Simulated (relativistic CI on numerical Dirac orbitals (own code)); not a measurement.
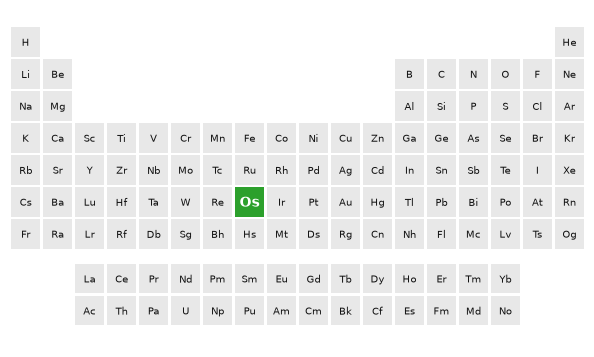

Figure 1. The place of osmium in the periodic table.

# Os²⁺: relativistic CI calculation

System: Os²⁺.
Method: Dirac-Coulomb-Breit CI, KLI orbitals optimised for each configuration, model QED (radiative potential, 1s self-energy scaled to tabulated hydrogen-like ionisation energies), numerical settings as typed (relativistic CI on numerical Dirac orbitals, in-house).

Input:
```
atom Os  Z=76  charge=3  electrons=73
nucleus A=192  rms_radius_fm=5.4126
hamiltonian dirac-coulomb  breit=on  qed=on  c_scale=1
orbitals kli  potential=per-configuration
slater_scale 1
correlation none
mixing on
grid step=0.0125 r_max=86.5
scf mixing=0.4 start=green max_iterations=93 tolerance=2e-08 node_fill=0.05
configurations
  [Xe] 4f14 5d6
  [Xe] 4f14 5d5 6s
end
```

Launched within a batch (the task file carries these settings):
```bash
python <driver script> task.json out
```

The program writes its results to a structured record and prints no log; tables and figures of this report are taken from that record.

What the run reported:

```tsv
quantity	value
outcome	refused by the program
hardware	1 CPU thread, shared host
```

What went wrong:

The input is odd on purpose: charge. The program refused the input; the driver noted: configuration [Xe] 4f14 5d6 has 74 electrons, the ion has 73.
